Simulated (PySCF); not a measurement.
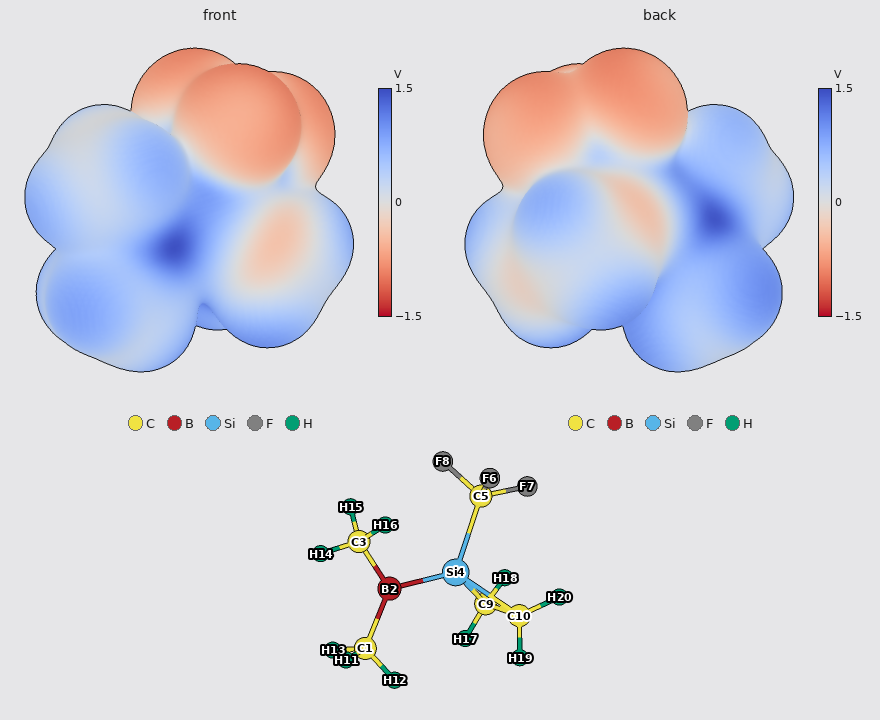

Figure. C$_{5}$H$_{10}$BF$_{3}$Si (SMILES CB(C)[Si]1(C(F)(F)F)CC1). The molecular electrostatic potential painted on the density surface at 0.002 e/bohr³, seen from the front and from behind; the colour scale runs from red (negative) to blue (positive). The bare structure is drawn below in the same view.

Geometry: GFN2-xTB.

Method: PySCF, PBE0/pcSseg-1, SCF density, gas phase, non-relativistic.

```yaml
atoms:
  - { symbol: C, position_ang: [2.2153, 0.2721, -1.1708] }
  - { symbol: B, position_ang: [1.3150, 0.1229, 0.1116] }
  - { symbol: C, position_ang: [1.9705, 0.0653, 1.5403] }
  - { symbol: Si, position_ang: [-0.5961, -0.0341, -0.0649] }
  - { symbol: C, position_ang: [-1.6193, -0.2814, 1.5910] }
  - { symbol: F, position_ang: [-1.4223, 0.7367, 2.4632] }
  - { symbol: F, position_ang: [-2.9507, -0.3802, 1.4279] }
  - { symbol: F, position_ang: [-1.2391, -1.3980, 2.2581] }
  - { symbol: C, position_ang: [-1.6720, -0.7706, -1.4571] }
  - { symbol: C, position_ang: [-1.8111, 0.7367, -1.3171] }
  - { symbol: H, position_ang: [3.0818, 0.9115, -1.0121] }
  - { symbol: H, position_ang: [1.6898, 0.6258, -2.0548] }
  - { symbol: H, position_ang: [2.6182, -0.7111, -1.4222] }
  - { symbol: H, position_ang: [3.0576, 0.0966, 1.5452] }
  - { symbol: H, position_ang: [1.6601, -0.8291, 2.0821] }
  - { symbol: H, position_ang: [1.6170, 0.8975, 2.1517] }
  - { symbol: H, position_ang: [-1.1888, -1.1210, -2.3567] }
  - { symbol: H, position_ang: [-2.5454, -1.3556, -1.2081] }
  - { symbol: H, position_ang: [-1.4143, 1.3268, -2.1293] }
  - { symbol: H, position_ang: [-2.7714, 1.0997, -0.9810] }
```

Where is the surface potential most negative and most positive?

Answer. The most negative region (about −0.9 V, or −21 kcal/mol for a unit charge) lies over F6 and F8, the most positive (about +1.3 V, or +30 kcal/mol for a unit charge) over B2 and Si4.

What dipole moment does the calculation give?

Answer. Its dipole moment is 3.24 D.
